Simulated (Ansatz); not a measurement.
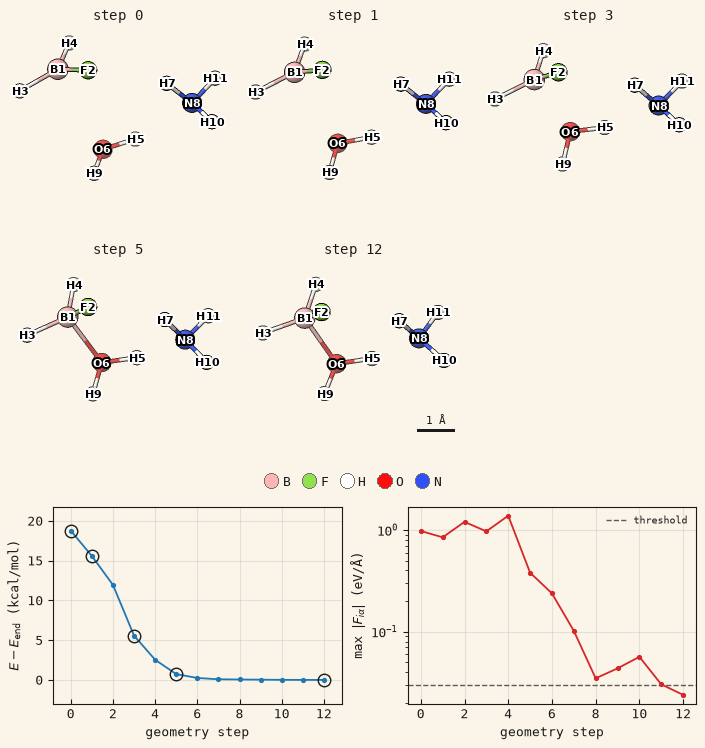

Frames of a relaxation of BNH7OF, marked on the history of the run. A ball-and-stick model, seen at a tilt.

The run prepares an end point of a later path (reaction) calculation, from a guessed geometry.

Computed with UKS B3LYP/def2-SVP in Ansatz.

Input
```yaml
crystal:
  periodic: [false, false, false]
  atoms:
    - { symbol: B, position_ang: [0.30484, -1.955733, -0.298829] }
    - { symbol: F, position_ang: [0.720764, -1.261045, 0.805465] }
    - { symbol: H, position_ang: [1.164629, -2.389589, -1.020505] }
    - { symbol: H, position_ang: [-0.870573, -2.189982, -0.388134] }
    - { symbol: H, position_ang: [-0.28187, 0.877517, -1.082935] }
    - { symbol: O, position_ang: [0.058688, 0.358877, -1.832376] }
    - { symbol: H, position_ang: [-0.114249, 0.634236, 1.489227] }
    - { symbol: "N", position_ang: [-0.515469, 1.501274, 1.12874] }
    - { symbol: H, position_ang: [0.994973, 0.598654, -1.854196] }
    - { symbol: H, position_ang: [0.0044, 2.268567, 1.55671] }
    - { symbol: H, position_ang: [-1.466134, 1.557325, 1.496734] }
magnetization:
  spin_polarized: true
basis:
  gaussian: { orbitals: def2-SVP }
hamiltonian:
  xc: b3lyp
relax:
  f_tol: 0.03
  max_steps: 50
```

Launched with:
```bash
ansatz run input.yaml --threads 2 --pin off --max-ram 3072MiB --backend cpu --events-out ev --progress --plain --runs-dir out
```

What happens along the run?

Answer. The atom that moves furthest after the best rigid fit is O6 (0.70 Å). Largest moves by element: O 0.70 Å, H 0.63 Å, B 0.55 Å, N 0.26 Å, F 0.23 Å. Near-neighbour distances that change, for instance: B1–O6 2.787 → 1.627 Å, H5–O6 0.973 → 1.038 Å, B1–F2 1.369 → 1.412 Å, B1–H3 1.203 → 1.222 Å. New bonds form: B1–O6 (2.79 → 1.63 Å). Bond angles that change, for instance: H3–B1–H4 125.7° → 117.3°, H5–O6–H9 103.0° → 107.7°, F2–B1–H3 116.7° → 113.2°. After 12 geometry steps the energy has fallen by 18.8 kcal/mol. The largest force component goes from 0.98 to 0.024 eV/Å. From step 0 to 1: O6 moves most (0.20 Å), energy −3.19 kcal/mol. From step 1 to 3: O6 moves most (0.38 Å), energy −10.0 kcal/mol. From step 3 to 5: H10 moves most (0.18 Å), energy −4.84 kcal/mol. From step 5 to 12: H4 moves most (0.21 Å), energy −0.73 kcal/mol.
